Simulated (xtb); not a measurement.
**SnB₉H₉ (charge −2): geometry relaxation (part 5 of 5)**

Continued. System: SnB₉H₉, charge −2. Method: GFN2-xTB (xtb 6.7.1 later snapshot). 

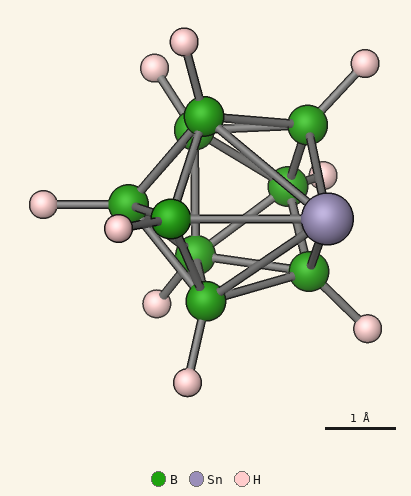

The geometry at step 10 of the log (ball-and-stick view, seen at a tilt).

Trajectory as extended XYZ, continued
```
19
Properties=species:S:1:pos:R:3 step=7 energy=-490.89804
B     0.1461    0.6974   -1.1584
Sn   -0.3782    1.3115    2.0760
B     1.2822    0.8617    0.2424
B     1.0297   -0.7107   -0.5406
B    -0.7609   -0.7901   -0.8150
B     0.9175   -0.6073    1.2350
B    -0.0752    1.9489   -0.0652
B    -1.1965   -0.6972    0.9113
B     0.0125   -1.7283    0.3814
B    -1.3678    0.7485   -0.1646
H     0.3094    1.0454   -2.3226
H     2.4002    1.3368    0.2748
H     1.9589   -1.1717   -1.1916
H    -1.4116   -1.3157   -1.7106
H     1.6786   -1.0203    2.0806
H    -0.0659    3.0973   -0.4414
H    -2.1380   -1.1844    1.4946
H     0.0521   -2.9496    0.4736
H    -2.4791    1.1265   -0.4757
19
Properties=species:S:1:pos:R:3 step=8 energy=-490.89820
B     0.1471    0.6980   -1.1594
Sn   -0.3764    1.3123    2.0767
B     1.2815    0.8627    0.2415
B     1.0298   -0.7112   -0.5398
B    -0.7610   -0.7897   -0.8148
B     0.9135   -0.6078    1.2358
B    -0.0767    1.9493   -0.0655
B    -1.1924   -0.6968    0.9116
B     0.0132   -1.7305    0.3798
B    -1.3664    0.7480   -0.1647
H     0.3104    1.0466   -2.3233
H     2.4002    1.3356    0.2744
H     1.9599   -1.1711   -1.1903
H    -1.4139   -1.3149   -1.7100
H     1.6735   -1.0210    2.0825
H    -0.0683    3.0974   -0.4427
H    -2.1337   -1.1832    1.4968
H     0.0523   -2.9510    0.4711
H    -2.4782    1.1261   -0.4757
19
Properties=species:S:1:pos:R:3 step=9 energy=-490.89829
B     0.1471    0.6984   -1.1595
Sn   -0.3767    1.3137    2.0759
B     1.2815    0.8627    0.2409
B     1.0296   -0.7115   -0.5392
B    -0.7615   -0.7887   -0.8146
B     0.9110   -0.6077    1.2365
B    -0.0761    1.9493   -0.0661
B    -1.1905   -0.6968    0.9127
B     0.0134   -1.7311    0.3787
B    -1.3660    0.7487   -0.1648
H     0.3107    1.0472   -2.3236
H     2.4005    1.3343    0.2739
H     1.9607   -1.1705   -1.1900
H    -1.4133   -1.3146   -1.7093
H     1.6711   -1.0218    2.0828
H    -0.0683    3.0981   -0.4429
H    -2.1318   -1.1832    1.4983
H     0.0521   -2.9517    0.4696
H    -2.4792    1.1238   -0.4752
19
Properties=species:S:1:pos:R:3 step=10 energy=-490.89833
B     0.1465    0.6980   -1.1597
Sn   -0.3767    1.3136    2.0754
B     1.2808    0.8627    0.2403
B     1.0300   -0.7115   -0.5391
B    -0.7621   -0.7882   -0.8147
B     0.9091   -0.6078    1.2369
B    -0.0758    1.9492   -0.0673
B    -1.1885   -0.6976    0.9139
B     0.0140   -1.7317    0.3772
B    -1.3662    0.7491   -0.1656
H     0.3107    1.0464   -2.3242
H     2.3998    1.3340    0.2747
H     1.9620   -1.1696   -1.1901
H    -1.4133   -1.3140   -1.7090
H     1.6684   -1.0215    2.0842
H    -0.0676    3.0985   -0.4435
H    -2.1296   -1.1840    1.5003
H     0.0522   -2.9524    0.4683
H    -2.4795    1.1255   -0.4743
19
Properties=species:S:1:pos:R:3 step=11 energy=-490.89835
B     0.1464    0.6979   -1.1597
Sn   -0.3775    1.3146    2.0756
B     1.2806    0.8630    0.2406
B     1.0303   -0.7110   -0.5388
B    -0.7625   -0.7878   -0.8145
B     0.9083   -0.6080    1.2373
B    -0.0756    1.9495   -0.0674
B    -1.1877   -0.6977    0.9148
B     0.0142   -1.7317    0.3764
B    -1.3660    0.7495   -0.1657
H     0.3106    1.0454   -2.3244
H     2.4000    1.3336    0.2743
H     1.9622   -1.1691   -1.1900
H    -1.4142   -1.3137   -1.7088
H     1.6675   -1.0222    2.0844
H    -0.0670    3.0987   -0.4435
H    -2.1284   -1.1848    1.5009
H     0.0523   -2.9523    0.4675
H    -2.4794    1.1248   -0.4750
19
Properties=species:S:1:pos:R:3 step=12 energy=-490.89835
B     0.1464    0.6979   -1.1597
Sn   -0.3775    1.3146    2.0756
B     1.2806    0.8630    0.2406
B     1.0303   -0.7110   -0.5388
B    -0.7625   -0.7878   -0.8145
B     0.9083   -0.6080    1.2373
B    -0.0756    1.9495   -0.0674
B    -1.1877   -0.6977    0.9148
B     0.0142   -1.7317    0.3764
B    -1.3660    0.7495   -0.1657
H     0.3106    1.0454   -2.3244
H     2.4000    1.3336    0.2743
H     1.9622   -1.1691   -1.1900
H    -1.4142   -1.3137   -1.7088
H     1.6675   -1.0222    2.0844
H    -0.0670    3.0987   -0.4435
H    -2.1284   -1.1848    1.5009
H     0.0523   -2.9523    0.4675
H    -2.4794    1.1248   -0.4750
```

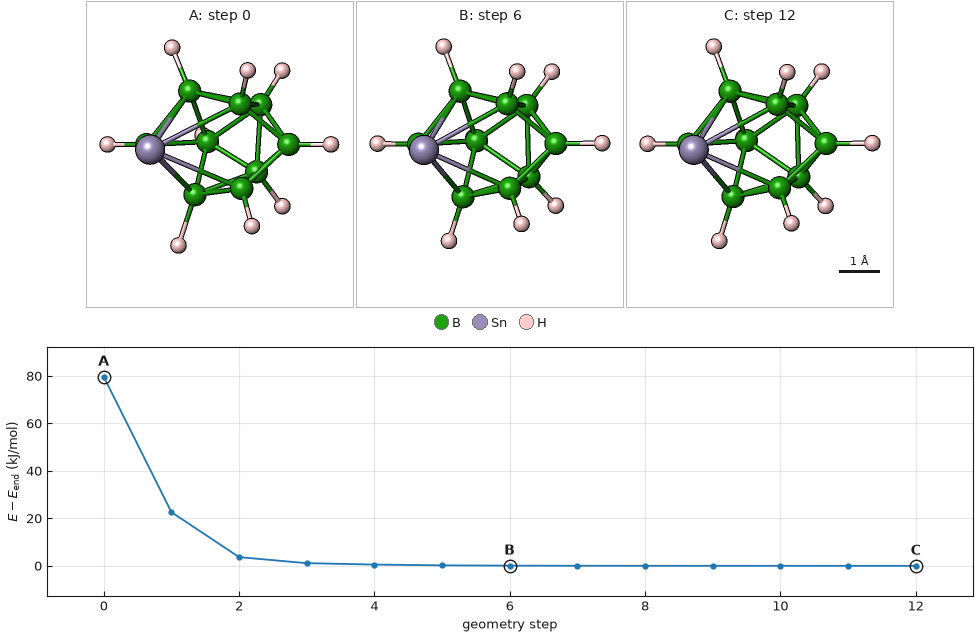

Frames of the relaxation (ball-and-stick view, seen at a tilt) above the curves, on which the letters mark them (steps are counted from 0).

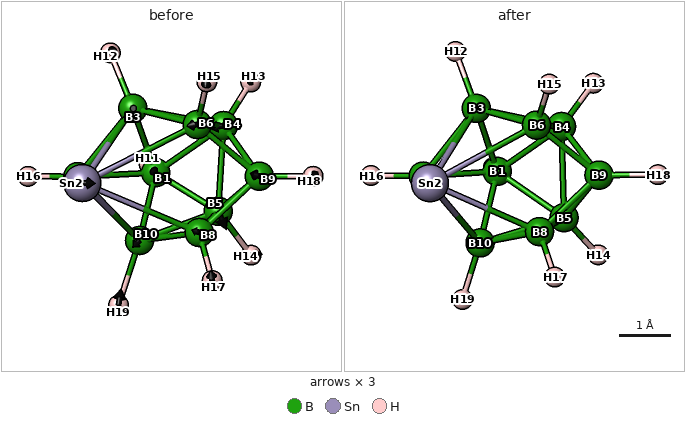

Before (left) and after (right) the relaxation, at one scale (ball-and-stick view, seen at a tilt). The black arrows give the displacements, magnified 3 times. After 12 geometry steps the energy has fallen by 79.7 kJ/mol. The largest moves after the best rigid fit, 0.14 Å, are those of B5 and H11. Largest moves by element: B 0.14 Å, H 0.14 Å, Sn 0.10 Å. Among the contacts that change: B10–H19 1.377 → 1.215 Å, B1–B5 1.618 → 1.776 Å, Sn2–B6 2.609 → 2.460 Å, Sn2–B8 2.593 → 2.460 Å. Among the angles that change: B8–B5–H14 117.4° → 127.1°, B1–B5–B9 120.5° → 111.4°, B4–B5–B10 112.8° → 104.1°. (Atoms are counted from 1 in the order of the input.)

This output came from the following input.

Input file (struc.xyz)
```
19
[closo-2-SnB9 (no H on Sn)]2-
B      0.119160     0.657050    -1.118680
Sn    -0.376260     1.411370     2.062970
B      1.280130     0.863410     0.280400
B      1.055420    -0.803870    -0.569990
B     -0.638810    -0.731440    -0.781030
B      0.925580    -0.672760     1.187280
B     -0.086080     2.000980    -0.087920
B     -1.202180    -0.749710     0.891080
B     -0.007250    -1.806070     0.404310
B     -1.313040     0.708050    -0.194160
H      0.362100     1.043110    -2.194580
H      2.375580     1.388040     0.218140
H      1.986430    -1.172040    -1.205300
H     -1.425000    -1.237900    -1.681000
H      1.716390    -1.019910     2.030300
H     -0.082760     3.101730    -0.461430
H     -2.193960    -1.187850     1.449500
H      0.016110    -2.926240     0.504310
H     -2.597280     1.132730    -0.450190
```

File detailed.inp
```
$opt
   engine=lbfgs
$end
```

Launch command:
```bash
xtb struc.xyz --gfn2 -o tight --input detailed.inp -c -2 -P 1 > out.txt
```

Key numbers

| quantity | value |
| --- | --- |
| outcome | converged |
| electrons treated | 42 |
| total energy | −18.040182 hartree |
| dispersion energy | −0.033201 hartree |
| basis functions | 55 |
| HOMO | 0.20 eV |
| LUMO | 2.98 eV |
| hardware | 1 thread of Arm Neoverse N1, 16 GiB of memory available, shared host |
| peak memory | 0.072 GiB |

Remarks

Settings chosen away from the usual ones: method = gfn2-xtb; task = optimise; x = {"opt_engine": "lbfgs"}; opt_level = tight; partner = base.
